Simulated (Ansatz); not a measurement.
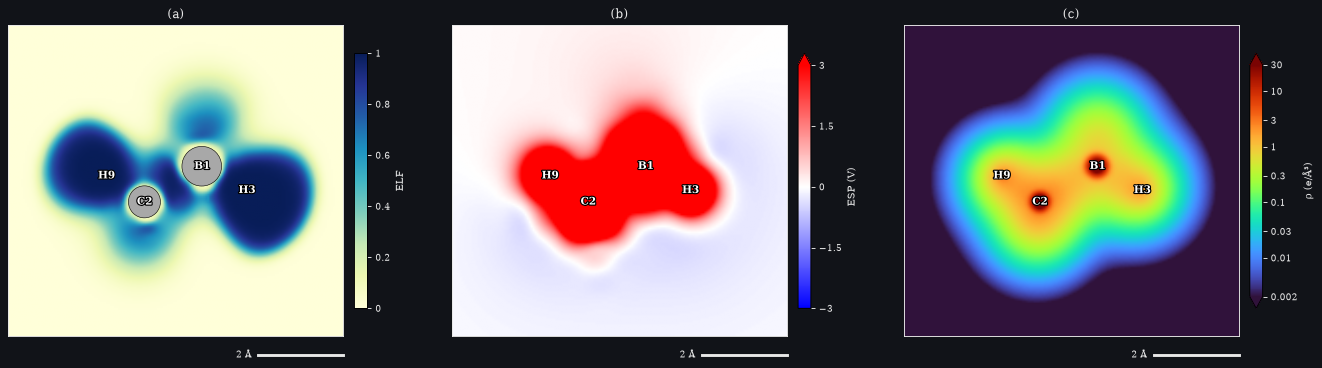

*CH$_{7}$B. (a) ELF; (b) electrostatic potential; (c) total electron density on the plane of atoms B1, C2 and H9. Grey discs cover the atomic cores in the ELF map.*

The reactant side of a reaction path; geometry: PBE0-D4/def2-TZVP.

The calculation used RKS PBE0-D4/def2-TZVPP in Ansatz.

| atom | x (Å) | y (Å) | z (Å) |
| --- | --- | --- | --- |
| B | 0.1322 | -0.5787 | 0.2540 |
| C | -0.4928 | 0.8655 | 0.0386 |
| H | -0.5543 | -1.5568 | 0.0801 |
| H | 0.9337 | -0.7572 | 1.1391 |
| H | 1.3023 | -0.6656 | -0.5660 |
| H | 0.6979 | -0.9971 | -0.9919 |
| H | -1.0735 | 0.9634 | -0.8823 |
| H | -1.1878 | 1.0524 | 0.8638 |
| H | 0.2423 | 1.6742 | 0.0646 |

Question: Interpret the plot.

Answer: The plane passes through B, C and H nuclei. C–B (1.59 Å): the density is about 1.4 e/Å³ at the midpoint; the ELF peaks at about 1 between the atoms (localised, covalent bonding). C–H (1.09 Å): ρ is about 1.9 e/Å³ halfway; the ELF climbs to about 1 towards the hydrogen, as it does in any bond to H: an ordinary covalent bond to hydrogen. B–H (1.21 Å): the density is about 1.2 e/Å³ at the midpoint; the ELF climbs to about 1 towards the hydrogen: an ordinary covalent bond to hydrogen. Outside the dense part of the molecule the potential is most negative (−0.4 V) near H3.
